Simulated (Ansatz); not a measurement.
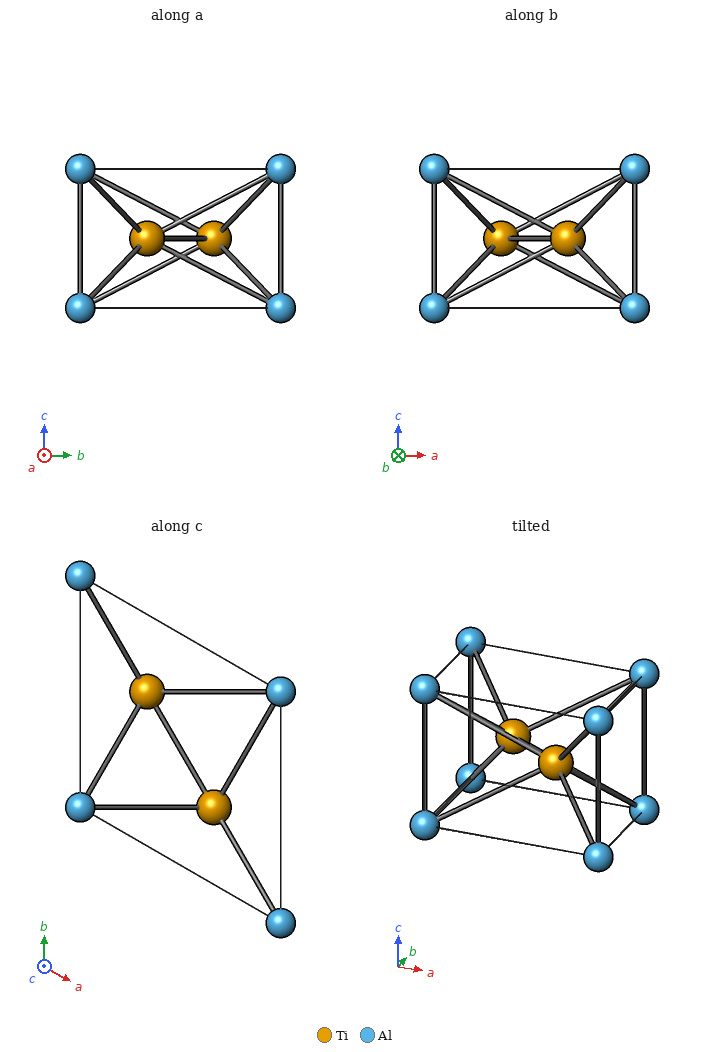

The figure gives a ball-and-stick picture of the atoms, viewed along the a axis, along the b axis, along the c axis and slightly off an axis. The edges of the conventional unit cell are marked.

Lattice parameters: a = 4.543 Å, b = 4.543 Å, c = 2.729 Å, α = 90.00°, β = 90.00°, γ = 120.00°.

> Set out the cell and atoms as a table of Wyckoff sites.

Space group P6/mmm (No. 191).
```json
{"atom": "Ti", "site": "2d", "x": "0.3333", "y": "0.6667", "z": "0.5000"}
{"atom": "Al", "site": "1a", "x": "0.0000", "y": "0.0000", "z": "0.0000"}
```

The structure comes from a structure type filled with these elements by a generator (whether the compound takes this form wasn't checked). Earlier steps of the study, as a rule a relaxation of our own, may have changed the cell and positions, so they can lie some per cent off the listed ones. A calculation with Ansatz used it as input.
